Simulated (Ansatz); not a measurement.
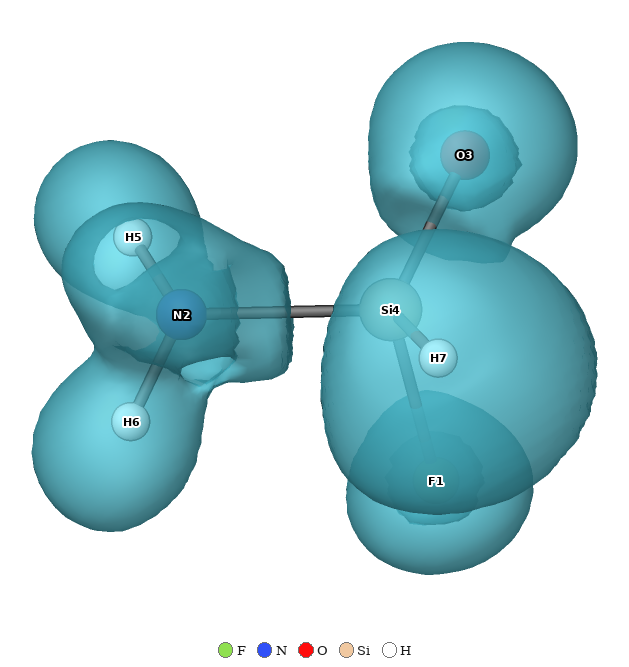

Figure 1: FH₃NOSi (charge −1). Isosurface of the ELF at 0.75 (cyan), seen at a tilt. Core shells and regions of very low density are left out.

Geometry: B3LYP-D3(BJ)/def2-SVPD.

Level of theory: isolated molecule in a Gaussian basis; Kohn-Sham density functional theory, functional PBE0 (Ansatz).

```xyz
7

F     0.8128   -0.0240   -1.7394
N    -1.4424   -1.3904   -1.1286
O    -1.3248    1.3974   -0.6535
Si   -0.5077    0.0524   -0.6665
H    -2.2960   -1.1690   -1.6329
H    -0.9367   -2.1191   -1.6246
H     0.2250   -0.3401    0.5922
```

Identify the bonds, lone pairs and shells in this picture.

The ELF exceeds this value in one region around a hydrogen nucleus, one region wrapped around F (its lone pairs, merged into a ring or cap), one region wrapped around O (its lone pairs, merged into a ring or cap) and one joined region spread over several atoms (H, N), in which their bonds and any lone pairs are merged. Along the contacts the grid gives the following. Si–O (1.57 Å): the ELF peaks at about 0.85 between the atoms; a short, strongly polar bond. Si–F (1.70 Å): the ELF peaks at about 0.85 in the valence shell of F, 0.6 Å from its nucleus, and is about 0.55 at the midpoint.
